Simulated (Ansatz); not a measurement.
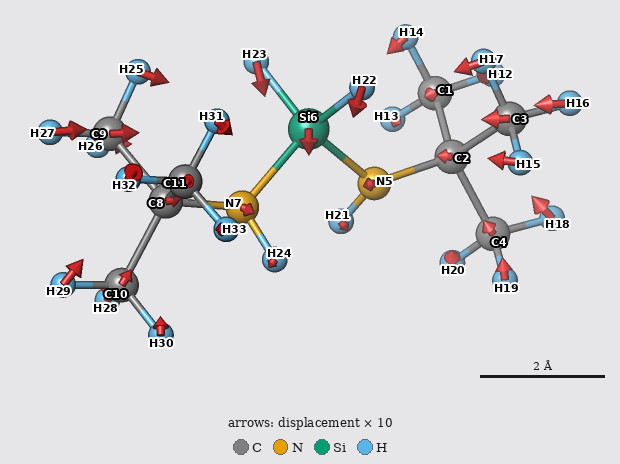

This is a relaxation of C₈H₂₂N₂Si. The starting structure is drawn; red arrows show the displacements, 10 times their true length. The two geometries are superimposed by the best rigid fit.

A ball-and-stick model, seen at a tilt.

The start comes from PBE-D4/def2-SVP.

Method: RKS PBE0-D4/def2-TZVP in Ansatz. Set-up: force threshold 0.005 eV/Å; at most 150 steps.

> Describe the change and its energy.

The energy falls by 3.47 kcal/mol in 5 geometry steps. Largest force component: 0.59 eV/Å at the start, 0.0044 eV/Å at the end. The atom that moves furthest after the best rigid fit is H27 (0.064 Å). By element the largest moves are H 0.064 Å, C 0.050 Å, Si 0.045 Å, N 0.026 Å. Among the contacts that change: N5–Si6 1.751 → 1.721 Å, Si6–H22 1.514 → 1.493 Å, C10–H28 1.108 → 1.092 Å, N5–H21 1.027 → 1.012 Å. The run took about 11 s of wall time on a shared GPU.
